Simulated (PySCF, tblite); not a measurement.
# C₆H₁₂N₂SSi: geometry, infrared bands and NMR shifts

Aim: predict the infrared bands and NMR shifts of C₆H₁₂N₂SSi (`Cc1snnc1[Si](C)(C)C`).

Computed with tblite 0.8.0 and PySCF 2.14.0, with density-fitted response routines of our own, on a single molecule in the gas phase. Atoms are numbered from 0 throughout.

**1. The starting structure**

22 atoms, charge 0, multiplicity 1; geometry from: force field or distance geometry start.

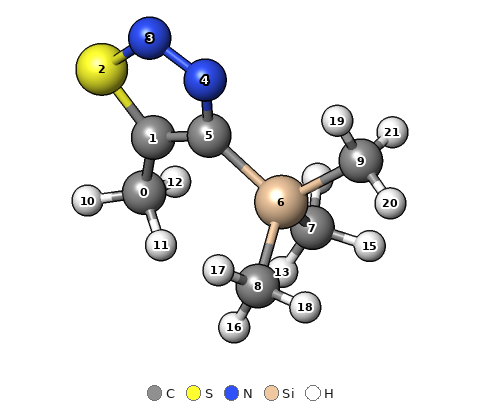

As it starts; carbon grey, sulfur yellow, nitrogen blue, silicon light orange, hydrogen white, atoms numbered.

**2. Optimising the geometry with GFN2-xTB**

Job settings and geometry (Å):

```
{"job": {"kind": "relax", "xc": "GFN2-xTB", "basis": "xTB"}, "charge": 0, "multiplicity": 1}
C      2.330500    -0.858100    -0.367100
C      2.025400     0.450400     0.281100
S      3.082300     1.519500     0.882400
N      1.937600     2.624900     1.392700
N      0.769400     2.125100     1.117000
C      0.766700     0.941500     0.499500
Si    -0.753200     0.061500    -0.007400
C     -0.681700    -1.751200     0.302700
C     -1.198800     0.314100    -1.797700
C     -2.169100     0.709700     1.033700
H      3.314800    -0.867800    -0.860100
H      1.587400    -0.959800    -1.212000
H      2.269700    -1.719400     0.306100
H     -0.235200    -2.340700    -0.513200
H     -0.234800    -1.951500     1.310500
H     -1.741900    -2.107000     0.427900
H     -0.763100    -0.458100    -2.458000
H     -0.810900     1.313900    -2.074700
H     -2.307700     0.377900    -1.924800
H     -1.877600     1.758100     1.289600
H     -3.104900     0.708400     0.422500
H     -2.215400     0.128000     1.948700
```

Started as:

```
$ OMP_NUM_THREADS=1 python probes_run.py task.json out
```

The driver reads the jobs from task.json and runs them one after another.

**Question.** This job is followed by: GFN2-xTB harmonic vibrations, gas phase; GIAO PBE0/pcSseg-1 NMR shielding, non-relativistic, gas phase. What will the session give for the following? strongest single infrared mode (GFN2-xTB); zero-point energy (GFN2-xTB); ¹³C shifts against TMS (PBE0/pcSseg-1, means over atoms taken as alike); ¹H shifts against TMS (PBE0/pcSseg-1, means over atoms taken as alike); ³³S shifts against CS2 (PBE0/pcSseg-1); ¹⁵N shifts against NH3 (PBE0/pcSseg-1); ²⁹Si shifts against TMS (PBE0/pcSseg-1).

As calculated:

| quantity | value |
| --- | --- |
| strongest single infrared mode (GFN2-xTB) | 863 cm⁻¹, 349 km/mol |
| zero-point energy (GFN2-xTB) | 107.0 kcal/mol |
| ¹³C shifts against TMS (PBE0/pcSseg-1, means over atoms taken as alike) | 171.7, 158.9, 14.0, -0.4 ppm |
| ¹H shifts against TMS (PBE0/pcSseg-1, means over atoms taken as alike) | 2.86, 0.49 ppm |
| ³³S shifts against CS2 (PBE0/pcSseg-1) | 564 ppm |
| ¹⁵N shifts against NH3 (PBE0/pcSseg-1) | 493.3, 457.8 ppm |
| ²⁹Si shifts against TMS (PBE0/pcSseg-1) | -8.5 ppm |

What this shows: The optimisation took 96 steps and gained 0.867 eV; among the close pairs (by a distance rule), C1–S2 changed most, from 1.619 to 1.722 Å. All 60 modes are real, so the xTB geometry is a minimum. The strongest single mode, at 863 cm⁻¹, has its largest shares on H20, H18 and H15 (the list is cut at 3 atoms). GFN2-xTB is a fitted tight-binding method: band positions and strengths are rough. Its intensities can rank the bands wrongly. H10, H11, H12 (mean) (hydrogen on a methyl carbon on an aromatic ring) lies farthest downfield among hydrogen, at 2.86 ppm; benzylic-type position, deshielded by the ring. At PBE0/pcSseg-1: Shielding is most anisotropic at N4 (span 757 ppm, paramagnetic term -554 ppm). NICS(1)zz of -31 ppm above the planar ring from C1 marks a diatropic (aromatic) ring current.
